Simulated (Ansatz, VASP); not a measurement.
**HgTe: VASP beside Ansatz**

Aim: how closely do two programs agree when they are given the same cell, functional and k mesh?

Main program and level: Ansatz 0.2.0; plane waves, with VASP 6.6.1 beside it; relaxation of cell and atoms at LDA.

## (1) The structure

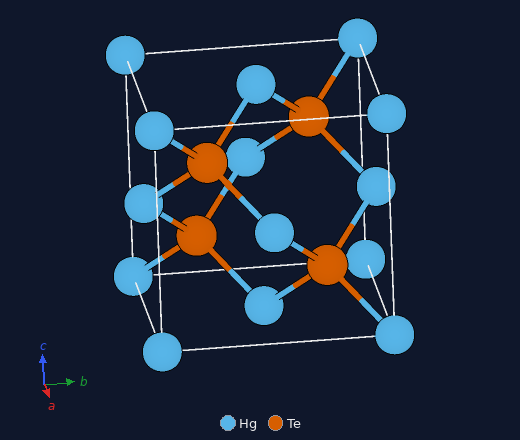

Start, viewed slightly off an axis; mercury blue, tellurium orange. This picture shows the conventional cell, with its axes. Bonds to atoms that aren't drawn are left out. Some periodic images of atoms are drawn too.

## (2) VASP: relaxation of cell and atoms, LDA

The relaxed volume is the usual yardstick between codes: its relative difference is about their pressure difference at one cell divided by the bulk modulus.

Lines of VASP's logs that name or quote its potential files are left out, and so is its time.

Input file INCAR:

```
SYSTEM = HgTe
PREC = Accurate
ENCUT = 450
EDIFF = 1E-07
NELM = 100
ISMEAR = 0
SIGMA = 0.05
LREAL = .FALSE.
ALGO = Normal
GGA = CA
NBANDS = 15
LORBIT = 11
LWAVE = .FALSE.
LCHARG = .FALSE.
KPAR = 4
IBRION = 2
NSW = 50
ISIF = 3
EDIFFG = -0.002
```

Input file POSCAR:

```
HgTe
1.0
    0.0000000000      3.2300000000      3.2300000000
    3.2300000000      0.0000000000      3.2300000000
    3.2300000000      3.2300000000      0.0000000000
Hg Te
1 1
Direct
    0.0000000000      0.0000000000      0.0000000000
    0.7500000000      0.7500000000      0.7500000000
```

Input file KPOINTS:

```
Automatic mesh
0
Gamma
10 10 10
0 0 0
```

The projector-augmented-wave data sets are Hg and Te (LDA family, release 64).

Launch:

```sh
$ mpirun -np 4 vasp_std
```

Numbers of over 12 decimals in the logs are rounded to 6 here.

Output:

```text
[banner, memory and clock lines left out]
running    4 mpi-ranks, on    1 nodes
 distrk:  each k-point on    1 cores,    4 groups
 distr:  one band on    1 cores,    1 groups

 POSCAR found type information on POSCAR HgTe
 POSCAR found :  2 types and       2 ions
 LDA part: xc-table for (Slater(with rela. corr.)+CA(PZ))
 , standard interpolation
 POSCAR, INCAR and KPOINTS ok, starting setup
 FFT: planning ... GRIDC
 FFT: planning ... GRID_SOFT
 FFT: planning ... GRID
 WAVECAR not read
 entering main loop
       N       E                     dE             d eps       ncg     rms          rms(c)
DAV:   1     0.953652591449E+02    0.95365E+02   -0.73184E+03  1418   0.915E+02
DAV:   2    -0.177286596382E+01   -0.97138E+02   -0.91685E+02  1571   0.230E+02
DAV:   3    -0.523194927955E+01   -0.34591E+01   -0.34487E+01  1760   0.444E+01
DAV:   4    -0.526686774543E+01   -0.34918E-01   -0.34915E-01  2058   0.398E+00
DAV:   5    -0.526694413048E+01   -0.76385E-04   -0.76385E-04  1900   0.181E-01    0.770E+00
DAV:   6    -0.505484801921E+01    0.21210E+00   -0.42789E-01  1564   0.927E+00    0.612E+00
DAV:   7    -0.504126019791E+01    0.13588E-01   -0.95474E-02  1578   0.224E+00    0.217E+00
DAV:   8    -0.503858005624E+01    0.26801E-02   -0.10517E-02  1592   0.126E+00    0.543E-01
DAV:   9    -0.503822282225E+01    0.35723E-03   -0.72565E-04  1809   0.308E-01    0.122E-01
DAV:  10    -0.503821691381E+01    0.59084E-05   -0.67303E-05  1724   0.775E-02    0.522E-02
DAV:  11    -0.503821881793E+01   -0.19041E-05   -0.15563E-05  1698   0.360E-02    0.269E-02
DAV:  12    -0.503821774968E+01    0.10682E-05   -0.27773E-06  1564   0.149E-02    0.122E-02
DAV:  13    -0.503821777194E+01   -0.22261E-07   -0.21226E-07  1697   0.293E-03
   1 F= -.50382178E+01 E0= -.50381790E+01  d E =-.503822E+01
[...]
2 F= -.50384434E+01 E0= -.50384047E+01  d E =-.225645E-03
[...]
3 F= -.50385010E+01 E0= -.50384623E+01  d E =-.283236E-03
[...]
4 F= -.50384999E+01 E0= -.50384612E+01  d E =-.282134E-03
[...]
5 F= -.50385007E+01 E0= -.50384620E+01  d E =-.282897E-03
[...]
6 F= -.50385007E+01 E0= -.50384620E+01  d E =-.723398E-07
 ZBRENT: can't locate minimum, use default step
 trial-energy change:   -0.000000  1 .order   -0.000000   -0.000000   -0.000000
 step:   3.7335(harm= 11.4894)  dis= 0.00000  next Energy=    -5.038501 (dE=-0.716E-06)
 bond charge predicted
       N       E                     dE             d eps       ncg     rms          rms(c)
DAV:   1    -0.503850154509E+01   -0.74248E-06   -0.10992E-05  1564   0.378E-02    0.552E-03
DAV:   2    -0.503850096410E+01    0.58098E-06   -0.13096E-06  1473   0.161E-02    0.236E-03
DAV:   3    -0.503850090381E+01    0.60291E-07   -0.13449E-07   719   0.341E-03
   7 F= -.50385009E+01 E0= -.50384622E+01  d E =-.234796E-06
 curvature:  -0.14 expect dE=-0.773E-07 dE for cont linesearch -0.762E-07
 trial: gam=-0.24964 g(F)=  0.302E-47 g(S)=  0.544E-06 ort = 0.599E-07 (trialstep = 0.195E-01)
 search vector abs. value=  0.514E-06
 reached required accuracy - stopping structural energy minimisation
```

Parts of OUTCAR (step 2):

```text
ion  position               nearest neighbor table
   1  0.000  0.000  0.000-   2 2.80   2 2.80   2 2.80   2 2.80
   2  0.750  0.750  0.750-   1 2.80   1 2.80   1 2.80   1 2.80

  LATTYP: Found a face centered cubic cell.
 ALAT       =     6.4600000000

 Subroutine GETGRP returns: Found 24 space group operations
 (whereof 24 operations were pure point group operations)

The static configuration has the point symmetry T_d .

 Found     47 irreducible k-points:

   k-points           NKPTS =     47   k-points in BZ     NKDIM =     47   number of bands    NBANDS=     15

   dimension x,y,z NGX =    32 NGY =   32 NGZ =   32
   dimension x,y,z NGXF=    64 NGYF=   64 NGZF=   64

   ENCUT  =  450.0 eV  33.07 Ry    5.75 a.u.   7.90  7.90  7.90*2*pi/ulx,y,z

   NELECT =      18.0000    total number of electrons

 k-points in reciprocal lattice and weights: Automatic mesh
   0.00000000  0.00000000  0.00000000       0.001
   0.10000000  0.00000000  0.00000000       0.008
   0.20000000  0.00000000  0.00000000       0.008
   0.30000000  0.00000000  0.00000000       0.008
   0.40000000  0.00000000  0.00000000       0.008
   0.50000000  0.00000000  0.00000000       0.004
   0.10000000  0.10000000  0.00000000       0.006
   0.20000000  0.10000000  0.00000000       0.024
   0.30000000  0.10000000  0.00000000       0.024
[...]
-0.30000000  0.40000000  0.20000000       0.024
  -0.30000000  0.50000000  0.20000000       0.012

 average (electrostatic) potential at core
       1 -40.7915       2 -92.2147

 E-fermi :   2.9943

 k-point     1 :       0.0000    0.0000    0.0000
  band No.  band energies     occupation
    ...
      6      -3.8954      2.00000
      7       2.1287      2.00000
      8       2.9791      1.33407
      9       2.9791      1.33407
     10       2.9791      1.33407
     11       7.1241      0.00000
     12       7.1241      0.00000
     13       7.1241      0.00000
     14       9.2171      0.00000
     15      12.5019      0.00000

 k-point     2 :       0.1000    0.0000    0.0000
  band No.  band energies     occupation
    ...
      5      -3.8971      2.00000
      6      -3.8971      2.00000
      7       1.3432      2.00000
      8       2.8596      1.99986
      9       2.8596      1.99986
     10       3.4664      0.00000
     11       7.0009      0.00000
     12       7.2820      0.00000
     13       7.2820      0.00000
     14       9.9119      0.00000
    ...

 k-point     3 :       0.2000    0.0000    0.0000
  band No.  band energies     occupation
    ...
      5      -3.8986      2.00000
      6      -3.8986      2.00000
      7       0.1419      2.00000
      8       2.5784      2.00000
      9       2.5784      2.00000
     10       3.7592      0.00000
     11       7.3282      0.00000
     12       7.6173      0.00000
     13       7.6173      0.00000
     14      10.6445      0.00000
    ...

  Total       -0.0027411     -0.0027411     -0.0027411      0.0000000      0.0000000     -0.0000000
  in kB       -0.0655068     -0.0655068     -0.0655068      0.0000000      0.0000000     -0.0000000
  external PRESSURE =      -0.0655068 kB  Pullay stress =       0.0000000 kB

  energy-cutoff  :      450.00
  volume of cell :       67.04
      direct lattice vectors                 reciprocal lattice vectors
    -0.000000000  3.224324731  3.224324731    -0.155071229  0.155071229  0.155071229
     3.224324731 -0.000000000  3.224324731     0.155071229 -0.155071229  0.155071229
     3.224324731  3.224324731 -0.000000000     0.155071229  0.155071229 -0.155071229

 POSITION                                       TOTAL-FORCE (eV/Angst)
 -----------------------------------------------------------------------------------
      0.00000     -0.00000      0.00000         0.000000      0.000000      0.000000
      4.83649      4.83649      4.83649        -0.000000     -0.000000     -0.000000
 -----------------------------------------------------------------------------------
    total drift:                               -0.000000     -0.000000      0.000000

  FREE ENERGIE OF THE ION-ELECTRON SYSTEM (eV)
  ---------------------------------------------------
  free  energy   TOTEN  =        -5.0385009038 eV

  energy  without entropy=       -5.0384234890  energy(sigma->0) =       -5.03846220

 reached required accuracy - stopping structural energy minimisation

 total charge
# of ion       s       p       d       tot
------------------------------------------
    1        0.758   0.431   9.350  10.539
    2        1.376   1.974   0.036   3.385
--------------------------------------------------
tot          2.134   2.405   9.386  13.924

[... 3 further parts left out ...]
```

## (3) Ansatz: relaxation of cell and atoms, LDA

Ansatz runs on its default PAW (the set named soft_2) files.

The same cell, functional (in two slightly different forms), mesh and smearing now go to Ansatz, which takes its cutoff from its data sets.

Input file input.yaml:

```yaml
crystal:
  lattice:
    - [0.0, 3.23, 3.23]
    - [3.23, 0.0, 3.23]
    - [3.23, 3.23, 0.0]
  atoms:
    - { symbol: Hg, position: [0.0, 0.0, 0.0] }
    - { symbol: Te, position: [0.75, 0.75, 0.75] }
hamiltonian:
  xc: lda
  pseudopotentials: { kind: paw }
kpoints:
  mp_grid: { grid: [10, 10, 10] }
scf:
  occupations: { method: gaussian, width: 0.05 }
relax:
  f_tol: 0.01
  max_steps: 60
  cell: { stress_tol: 0.05 }
output:
  forces: true
  stress: true
```

Launch:

```sh
$ ansatz run input.yaml --threads 4 --pin off --max-ram 9216MiB --backend cpu --events-out ev --progress --plain --runs-dir out
```

Output:

```text
Engine: ansatz 0.2.0, x86_64-unknown-linux-gnu
Pseudopotentials: kind: paw
Pseudopotential: Hg, paw, valence charge 20, recommended cutoff 420 eV (normal), Hg.paw.azcp
Pseudopotential: Te, paw, valence charge 16, recommended cutoff 420 eV (normal), Te.paw.azcp
Functional definition: SPW92
  exchange = slater_x
  correlation = pw_c
Crystal: 2 atoms, lattice volume = 67.397 Å³
Basis set: ecut = 420 eV, 1363 PW (Γ)
Bands: 22, of which v1, the nominal top of the filled ones, is band 18 counted from 1 (17 counted from 0)
Symmetry: 24 space group operations
Space group: F-43m (ITA 216), of the structure as read, at distance tolerance 4.1e-5 Å
k-points: 47 of 1000 (time reversal used)
Non-local potential: Hg, projectors of the file, l = 0: 3, l = 1: 2, l = 2: 2, l = 3: 1
Non-local potential: Te, projectors of the file, l = 0: 2, l = 1: 2, l = 2: 2, l = 3: 2
PAW form: soft (Blöchl's): semilocal exchange-correlation on the pseudo side does not see the compensation charge
PAW frozen core: Hg, regenerated for the run's functional, and the local potential with it (the file was generated under x = pbe(κ = 0.804, μ = 0.219515), c = pbe(β = 0.066725))
PAW frozen core: Te, regenerated for the run's functional, and the local potential with it (the file was generated under x = pbe(κ = 0.804, μ = 0.219515), c = pbe(β = 0.066725))
PAW one-centre angular grid: Hg, 590 points (default); XC on 64 Gauss nodes
PAW one-centre angular grid: Te, 590 points (default); XC on 64 Gauss nodes
Initial density: superposition of atomic densities (neutral atoms: chi_scale 0, normalization atom), corrected by the library's trained network
Initial wavefunctions: pseudopotential atomic-orbital guess
Functional: x = slater, c = lda
SCF iter   1: F=—  HF=-20349.890023 eV  |F-HF|=—  |Δ(HF+E_count)|=         —  Δρ=4.50e-3  dr2=9.41e-3  ethr=1.77e-3  ⟨swp⟩=6.1  Hψ=4898  notcnv=0
preconditioner: auto → none  [insulator: Δε(μ)=0.446 eV  Ē_g=10.504 eV  σ=0.050 eV  W_gap=0.67  n_scr=14 (ndim 8)  ℏωp=19.2 eV  f_vac=0.183  D(μ)=0.06/eV (n_scr^D=0)  ε∞_Penn≈4.3]
SCF iter   2: F=—  HF=-20349.886852 eV  |F-HF|=—  |Δ(HF+E_count)|=   3.17e-3  Δρ=1.88e-3  dr2=8.36e-4  ethr=2.61e-5  ⟨swp⟩=2.0  Hψ=2245  notcnv=0
SCF iter   3: F=—  HF=-20349.886883 eV  |F-HF|=—  |Δ(HF+E_count)|=   3.11e-5  Δρ=6.96e-4  dr2=1.27e-4  ethr=2.32e-6  ⟨swp⟩=1.0  Hψ=1034  notcnv=0
SCF iter   4: F=—  HF=-20349.886896 eV  |F-HF|=—  |Δ(HF+E_count)|=   1.25e-5  Δρ=1.14e-4  dr2=1.15e-5  ethr=3.53e-7  ⟨swp⟩=2.8  Hψ=1786  notcnv=0
SCF iter   5: F=—  HF=-20349.886891 eV  |F-HF|=—  |Δ(HF+E_count)|=   4.83e-6  Δρ=1.90e-5  dr2=2.02e-7  ethr=3.20e-8  ⟨swp⟩=2.0  Hψ=1411  notcnv=0
SCF iter   6: F=-20349.886891 eV  HF=-20349.886891 eV  |F-HF|=8.45e-9  |Δ(HF+E_count)|=   2.58e-8  Δρ=4.93e-6  dr2=1.33e-8  ethr=2.78e-10  ⟨swp⟩=5.0  Hψ=3588  notcnv=0
SCF 1 converged in 6 iterations: F = -20349.886891 eV  dr2 = 1.33e-8
  greatest PAW one-centre occupation: 1.000 electrons in one spin orbital (limit 2), on the Hg atom at site 0 (counted from 0), in its partial waves of l = 0
relax step   1: F+E_penalty+E_count = -20349.88689088 eV  Δ(F+E_penalty+E_count) = +0.000e0 eV  max|allowed force component| = 7.864e-17 eV/Å  Δτ_max = 0.0000 Å  P = -0.540 GPa  Ω = 67.397 Å³  (6 SCF iters, dr2 threshold 1.00e-7 eV, accepted)
[...]
relax step   2: F+E_penalty+E_count = -20349.88795407 eV  Δ(F+E_penalty+E_count) = -1.063e-3 eV  max|allowed force component| = 2.197e-17 eV/Å  Δτ_max = 0.0000 Å  P = +0.359 GPa  Ω = 66.116 Å³  energy of the carried Pulay correction = +2.677e-4 eV  (4 SCF iters, dr2 threshold 2.00e-7 eV, accepted)
[...]
relax step   3: F+E_penalty+E_count = -20349.88839591 eV  Δ(F+E_penalty+E_count) = -4.418e-4 eV  max|allowed force component| = 1.793e-17 eV/Å  Δτ_max = 0.0000 Å  P = -0.009 GPa  Ω = 66.621 Å³  energy of the carried Pulay correction = +1.614e-4 eV  (4 SCF iters, dr2 threshold 2.00e-7 eV, accepted)
[...]
relax step   4: F+E_penalty+E_count = -20349.88822795 eV  Δ(F+E_penalty+E_count) = +1.680e-4 eV  max|allowed force component| = 3.469e-17 eV/Å  Δτ_max = 0.0000 Å  P = -0.008 GPa  Ω = 66.621 Å³  stress off target by 7.93e-3 GPa  SCF on the basis re-selected at this cell (its energy is not comparable with the rows above)  (5 SCF iters)
basis re-selected at this cell: Δ(F+E_penalty+E_count) = +1.680e-4 eV, ΔP = +0.001 GPa vs the last step (what re-selecting the basis moved, of the pressure what is left beyond the Pulay correction that the steps carried, after the strain that the cell walked since its last selection, with what the two solves' SCF thresholds leave and, on support functions, any second-order correction that the steps lacked; it is no m [...]
SCF converged after 5 iterations
Free energy (F): -20349.888228 eV
Harris-Foulkes:  -20349.888228 eV  (|F-HF|=7.28e-12)
Internal energy: -20349.888151 eV  (E = F + TS)
E sigma→0 (E₀):  -20349.888189 eV
Entropy (-TS):   -0.000077 eV (-0.039 meV/atom)
Fermi energy:    8.633857 eV
--- Per-component energies (eV) ---
  E_band       = -777.594111
  E_kinetic    = 786.096264
  E_local      = -4788.422991  (includes V_loc(G=0)·N_el)
  E_nonlocal   = -224.504695
  E_hartree    = 2322.864532
  E_xc         = -342.779305
  E_vxc        = -366.860487  (∫ρ·V_xc dr)
  E_paw        = -14165.097787  (= ΣΔE_a)
  E_vpaw       = -829.632078  (= ΣTr[D̂ρ^β])
  E_aug_tail   = 0.000649  (compensation charges beyond the density's cutoff)
  E_ewald      = -3939.299572
  E_core_change = 1.254754  (= ΣΔE_core)
  E_smearing   = -0.000077  (= −TS)
  E_closure    = 0.000000  (closes the sum)
  Σ components = -20349.888228   (vs F -20349.888228, Δ=0.00e0)
--- Forces (eV/Å), atoms counted from 1 ---
  atom   1  Hg    -0.00000000     0.00000000     0.00000000
  atom   2  Te    -0.00000000    -0.00000000    -0.00000000
  max |Σ_I F_I| component: 7.29e-17 eV/Å
--- Stress (GPa, compression-positive) ---
       -0.007927       0.000000       0.000000
       -0.000000      -0.007927       0.000000
        0.000000       0.000000      -0.007927
  P = ⅓ Tr σ = -0.0079 GPa (-0.079 kbar)
--- Relaxed structure (3 steps of the walk, 3 accepted, 1 SCFs on fresh bases) ---
  F+E_penalty+E_count = -20349.88822795 eV   max|allowed force component| = 3.469e-17 eV/Å   (the final SCF, on the basis selected at the relaxed cell)
  cell:  # Å, volume = 66.6212 Å³
    - [0, 3.217567, 3.217567]
    - [3.217567, 0, 3.217567]
    - [3.217567, 3.217567, 0]
  atoms:
    - { symbol: Hg, position: [0, 0, 0] }
    - { symbol: Te, position: [0.75, 0.75, 0.75] }
```

Elapsed: 5.4 s, on 4 threads of AMD EPYC 7B13 (Zen 3), shared host; peak memory 0.51 GiB; 16 s of CPU time.

## (4) Comparison

Known differences besides the PAW data sets themselves: the two LDA forms differ slightly; both relaxations stop at a tolerance, which leaves soft axes loose, and VASP keeps its plane-wave basis; the data sets hold 36 valence electrons in Ansatz (default PAW (the set named soft_2) files) and 18 in VASP; the cutoff is 420 eV in Ansatz and 450 eV in VASP; Ansatz makes its cores anew for this functional, VASP keeps those of its LDA data sets; Ansatz adds a Pulay correction to the stress that steers its cell, VASP none. Total energies have different zeros and are not compared.

The two programs side by side:

```csv
quantity,Ansatz,VASP,difference
volume (Å³),66.62,67.04,-0.63 %
"edge a after relaxation, in the typed setting (Å)",4.550,4.560,-0.21 %
```

The walks stopped with -0.01 GPa left in Ansatz and -0.01 GPa in VASP; each walk ends within a tolerance, so the volume difference is uncertain by about these residues over the bulk modulus, most in soft cells.

## (5) Outcome

```yaml
difference_in_volume_relaxation_of_cell_and_atoms_lda: -0.63 %
```

**Reading.** The difference in volume is -0.63 % (relaxation of cell and atoms, LDA), within the 1.2 % picked in this series as the mark of a large difference, as far as the stopping tolerances let one tell. How closely two codes agree says nothing of how well the functional describes the real material.

[Lines on the potential files, build, host, timing and source positions are cut from VASP's logs without a mark.]

[Logs are printed without paths, hosts, clocks, repeated set-up lines and the standing remarks that a program may print on its own settings, such as how far it seeks lower states.]

[Hosts, paths, dates, database ids (printed as entryN), source tags and the programs' standing remarks are cut or masked in the printed files.]
